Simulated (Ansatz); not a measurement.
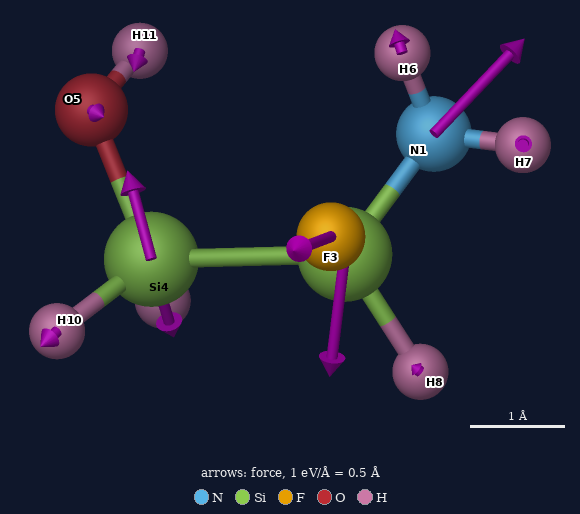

Starting geometry of Si₂NH₆OF with the computed forces as purple arrows. The picture is a ball-and-stick view, seen at a tilt.

The run prepares an end point of a later path (hydrogen shift) calculation, from a guessed geometry.

Theory: RKS BLYP-D4/def2-SVP in Ansatz.

Input
```yaml
crystal:
  periodic: [false, false, false]
  atoms:
    - { symbol: "N", position_ang: [0.0958, 1.631, 0.824] }
    - { symbol: Si, position_ang: [0.9526, 0.3314, 0.2623] }
    - { symbol: F, position_ang: [1.4738, -0.327, 1.6002] }
    - { symbol: Si, position_ang: [-0.2714, -1.1833, -0.9773] }
    - { symbol: O, position_ang: [-1.8697, -1.3488, -0.3368] }
    - { symbol: H, position_ang: [-0.5276, 1.3656, 1.586] }
    - { symbol: H, position_ang: [0.7315, 2.3294, 1.2405] }
    - { symbol: H, position_ang: [2.131, 0.8894, -0.5255] }
    - { symbol: H, position_ang: [-0.5162, -0.6714, -2.3176] }
    - { symbol: H, position_ang: [0.2973, -2.5318, -1.0071] }
    - { symbol: H, position_ang: [-2.4318, -0.5414, -0.3281] }
basis:
  gaussian: { orbitals: def2-SVP }
hamiltonian:
  xc: blyp
  dispersion: d4
relax:
  f_tol: 0.02
  max_steps: 50
```

Launched with:
```bash
ansatz run input.yaml --threads 2 --pin off --max-ram 3072MiB --backend cpu --events-out ev --progress --plain --runs-dir out
```

Question: Is this structure relaxed? If not, where do the atoms go?

Answer: It isn't relaxed: the largest force vector, on F3, is 3.23 eV/Å. The final displacements have little in common with the starting forces (cosine between the two patterns −0.04). The largest moves after the best rigid fit, 1.12 Å, are those of H9, H10 and H11. By element the largest moves are H 1.12 Å, F 1.09 Å, O 1.06 Å, N 0.59 Å, Si 0.19 Å. Among the contacts that change: N1–Si2 1.655 → 1.755 Å, Si2–F3 1.580 → 1.653 Å, Si2–Si4 2.308 → 2.363 Å, Si4–H10 1.464 → 1.505 Å. Bond angles that change, for instance: N1–Si2–Si4 115.0° → 100.3°, N1–Si2–F3 102.2° → 114.0°, Si2–Si4–O5 110.7° → 100.8°. Groups turn about Si4–O5 by about 75°, Si2–Si4 by about 75°. The energy falls by 0.684 eV in 30 accepted moves (35 points after the start). Largest force component: 2.7 eV/Å at the start, 0.01 eV/Å at the end. The line search rejected the trial steps at points 16, 17, 26, 29, 30 of the run. The run took 95 s on 2 threads of Arm Neoverse V1, with other jobs on the host, peak memory 0.15 GiB.
